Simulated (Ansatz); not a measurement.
**One shape, several levels: SiH2OF (SMILES O[SiH]F)**

Aim: a comparison of 5 runs (UBHLYP/STO-3G, UHSE06/STO-3G, USVWN5/STO-3G, RPA@PBE/STO-3G, UCCSD(T)/STO-3G) of SiH2OF. 

The results are computed with Ansatz 0.2.0.

65 further runs of the same task are left out: 5 that didn't finish, 60 set aside as unsound or not needed.

## Step 1: The structure to begin with

The species is SiH2OF (5 atoms), meant as a doublet with charge 0. SMILES: `O[SiH]F`. The Si2–O1 distance was set to 2.046 Å, away from the relaxed value.

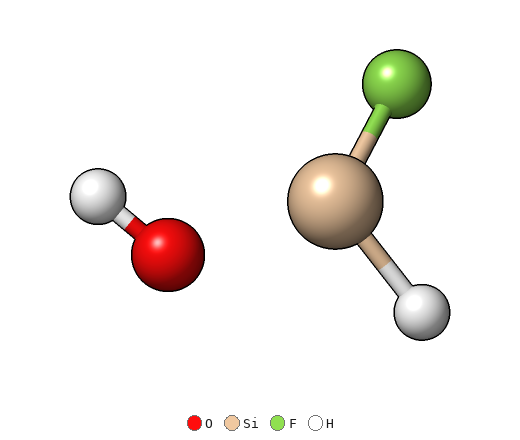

The structure, seen from a chosen angle (oxygen red, silicon light orange, fluorine green, hydrogen white).

## Step 2: A single-point energy at UBHLYP/STO-3G (run 1)

Contents of job.yaml:

```yaml
crystal:
  periodic: [false, false, false]
  atoms:
    - {symbol: O, position_ang: [-0.839948, -1.167141, -0.468627]}
    - {symbol: Si, position_ang: [0.283900, 0.245700, 0.493100]}
    - {symbol: F, position_ang: [0.207000, 1.646500, -0.283100]}
    - {symbol: H, position_ang: [-1.789248, -1.047641, -0.530327]}
    - {symbol: H, position_ang: [1.688800, -0.242600, 0.404400]}
basis:
  gaussian:
    orbitals: STO-3G
magnetization:
  spin_polarized: true
  initial_magnetization: 1
hamiltonian:
  xc: {name: BHLYP}
accuracy: high
```

Launch:

```
ansatz run job.yaml --threads 1 --pin off --max-ram 2610MiB --events-out events.jsonl --progress --plain --runs-dir runs
```

Log:

```text
Warning: RAYON_NUM_THREADS=1 ignored (pool sized by the plan → 1); use --threads N
Functional definition: BHLYP
  name "BHLYP"
  parameter a = 0.5
  exchange = (1 - a)*b88_x + a*exact_x
  correlation = lyp_c
378 factors; integrals over basis functions are off by at most 4.5e-8 eV
mean field evaluation 1: about -12506.6454 eV, gradient 2.1e1 eV
mean field evaluation 2: about -12501.5111 eV, gradient 3.6e1 eV
mean field evaluation 4: about -12510.5021 eV, gradient 1.6e0 eV
mean field evaluation 8: about -12510.5885 eV, gradient 1.3e-1 eV
mean field evaluation 16: about -12510.5898 eV, gradient 3.2e-4 eV
mean field -12510.58984516 eV, -459.7556968274 hartree, gradient 3.6e-8 eV, S^2 0.780714; 0 other end points of the search recorded, 0 dependent functions left out
reference -12510.58986254 eV, -459.7556974659 hartree; 17, 16 occupied and 4, 5 virtual orbitals, 378 factors
Total energy: -12510.58986254 eV, -459.7556974659 hartree
```

It took 2.3 s on 1 thread of Arm Neoverse V1, shared host; peak memory 0.13 GiB.

## Step 3: The energy at UHSE06/STO-3G (run 2)

Contents of in.yaml:

```yaml
crystal:
  periodic: [false, false, false]
  atoms:
    - {symbol: O, position_ang: [-0.839948, -1.167141, -0.468627]}
    - {symbol: Si, position_ang: [0.283900, 0.245700, 0.493100]}
    - {symbol: F, position_ang: [0.207000, 1.646500, -0.283100]}
    - {symbol: H, position_ang: [-1.789248, -1.047641, -0.530327]}
    - {symbol: H, position_ang: [1.688800, -0.242600, 0.404400]}
basis:
  gaussian: {orbitals: STO-3G}
magnetization: {spin_polarized: true, initial_magnetization: 1}
hamiltonian: {xc: hse06}
accuracy: high
```

Launch:

```
ansatz run in.yaml --threads 1 --pin off --max-ram 2610MiB --events-out events.jsonl --progress --plain --runs-dir runs
```

Log:

```text
Warning: RAYON_NUM_THREADS=1 ignored (pool sized by the plan → 1); use --threads N
Functional definition: HSE06
  name "HSE06"
  parameter a = 0.25
  parameter omega = 0.11/bohr
  exchange = pbe_x - a*pbe_x_sr(omega) + a*exact_x_sr(omega)
  correlation = pbe_c
378 factors; integrals over basis functions are off by at most 4.5e-8 eV
56 factors; integrals over basis functions are off by at most 9.6e-10 eV
mean field evaluation 1: about -12501.1402 eV, gradient 2.0e1 eV
mean field evaluation 2: about -12476.4474 eV, gradient 5.9e1 eV
mean field evaluation 4: about -12504.4282 eV, gradient 2.7e0 eV
mean field evaluation 8: about -12504.4942 eV, gradient 1.2e-1 eV
mean field evaluation 16: about -12504.4946 eV, gradient 3.7e-5 eV
mean field -12504.49462853 eV, -459.5317017477 hartree, gradient 9.2e-9 eV, S^2 0.762507; 0 other end points of the search recorded, 0 dependent functions left out
reference -12504.49463027 eV, -459.5317018116 hartree; 17, 16 occupied and 4, 5 virtual orbitals, 378 factors
Total energy: -12504.49463027 eV, -459.5317018116 hartree
```

Run time: 2.8 s. Hardware: 1 thread of Arm Neoverse V1, shared host; peak memory 0.13 GiB.

Runs 3 to 4 aren't shown in full; the table further down has their settings and results.

## Step 4: A single-point energy at UCCSD(T)/STO-3G (run 5)

Contents of molecule.yaml:

```yaml
crystal:
  periodic: [false, false, false]
  atoms:
    - {symbol: O, position_ang: [-0.839948, -1.167141, -0.468627]}
    - {symbol: Si, position_ang: [0.283900, 0.245700, 0.493100]}
    - {symbol: F, position_ang: [0.207000, 1.646500, -0.283100]}
    - {symbol: H, position_ang: [-1.789248, -1.047641, -0.530327]}
    - {symbol: H, position_ang: [1.688800, -0.242600, 0.404400]}
basis:
  gaussian: {orbitals: STO-3G}
accuracy: high
magnetization: {spin_polarized: true, initial_magnetization: 1}
scf: {omitted_lower_state_checks: [cluster_reference, increment]}
correlation: {method: ccsd_t, frozen_orbitals: {F: 1, H: 0, O: 1, Si: 5}}
```

Launch:

```
ansatz run molecule.yaml --threads 1 --pin off --max-ram 2610MiB --events-out events.jsonl --progress --plain --runs-dir runs
```

Log:

```text
Warning: RAYON_NUM_THREADS=1 ignored (pool sized by the plan → 1); use --threads N
[... 12 lines left out ...]
7 core orbitals not correlated: weight in the atoms' cores, before any rotation towards them, 1.000 or more for the frozen orbitals, at most 0.000 for the correlated occupied ones
[... 32 lines left out ...]
Total energy: -12481.29222930 eV, -458.6790293030 hartree
Checks for a lower state left out: cluster_reference, increment
```

It took 0.4 s on 1 thread of Arm Neoverse V1, shared host.

## Step 5: All runs side by side

```
run            level  frozen core orbitals  energy (Eh)   ⟨S²⟩  wall time
  1    UBHLYP/STO-3G                     –  -459.755697  0.781      2.3 s
  2    UHSE06/STO-3G                     –  -459.531702  0.763      2.8 s
  3    USVWN5/STO-3G                     –  -457.413227  0.751      1.3 s
  4   RPA@PBE/STO-3G                     7  -458.751174  0.753      3.3 s
  5  UCCSD(T)/STO-3G                     7  -458.679029  0.871      0.4 s
```

## Step 6: What came out

| quantity | value |
| --- | --- |
| run 5: total energy | -458.67903 Eh |
| run 5: correlation energy (7 core orbitals frozen) | -119.1 mEh |
| run 5: (T) correction | -4.75 mEh |
| run 5: ⟨S²⟩ of the reference determinant | 0.871 |
| run 5: T1 diagnostic | 0.034 |

What this shows: Totals of different functionals can't be ranked against each other. In runs 1, 2, 3, 4, 5 the basis is minimal, so the values are rough. Spin contamination of the reference: run 5 ⟨S²⟩ = 0.87. All runs together took 10 s, the longest 3.3 s.
